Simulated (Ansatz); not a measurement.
# Fields on a plane of Rh (fcc, Cu type)

```
Rh
1.0
    0.00000     1.90000     1.90000
    1.90000     0.00000     1.90000
    1.90000     1.90000     0.00000
Rh
1
Cartesian
  0.00000   0.00000   0.00000
```

The slice is a {100} plane (indices of the conventional cell) through the point (0.000, 0.000, 0.000) (fractional), spanned by u = [100] and v = [0 1 -1] in vectors of this cell: u (2.69 Å) and v (2.69 Å, at 90° to u). It covers one period; positions are fractions (u, v).

Atoms on it: Rh at (0.00, 0.00).

Level of theory: r2SCAN (plane waves to 500 eV, PAW, scalar-relativistic; Ansatz, an electronic-structure program). k mesh 21×21×21. Near the nuclei the fields are pseudised (PAW); where an atom keeps semicore shells as valence, they peak there. Rh is run without spin polarisation. Rh was relaxed with its symmetry unable to fall.

```
|xxxxx975311111113579xxxx|
|xxxx98752111111125789xxx|
|xxxx98642101110124689xxx|
|xx998753100111001357899x|
|998876421000100012467889|
|777654210000000001245677|
|555432100000000000123455|
|332211000000000000011223|
|111100000000000000000111|
|110000000000000000000001|
|111110000000000000001111|
|111111000000000000011111|
|111110000000000000001111|
|110000000000000000000001|
|111100000000000000000111|
|332211000000000000011223|
|555432100000000000123455|
|777654210000000001245677|
|998876421000100012467889|
|xx998753100111001357899x|
|xxxx98642101110124689xxx|
|xxxx98752111111125789xxx|
|xxxxx975311111113579xxxx|
|xxxxx975311111113579xxxx|
```
Scale: ten equal steps from 0.17 (start of '0') to 0.73 (end of '9'), in the order '0123456789'. Values: electron localisation function (ELF). The map has 24 points along u (one character each, u = 0 at the left) and 24 along v (v = 0 in the bottom row). Points within 0.5 Å of a nucleus are blanked (x), as the pseudised field means little there.

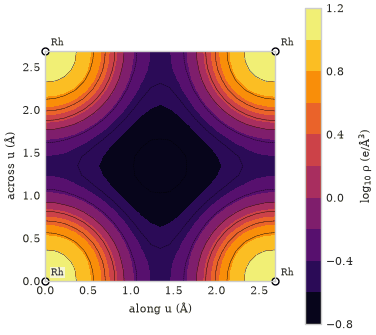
Log₁₀ of the valence density in e/Å³, one period of the plane, atoms marked. The scale is logarithmic, as a density can span decades between atoms and voids.

- Density on the Rh–Rh line (2.69 Å) at its midpoint = 0.37 e/Å³
- ELF at that point = 0.27
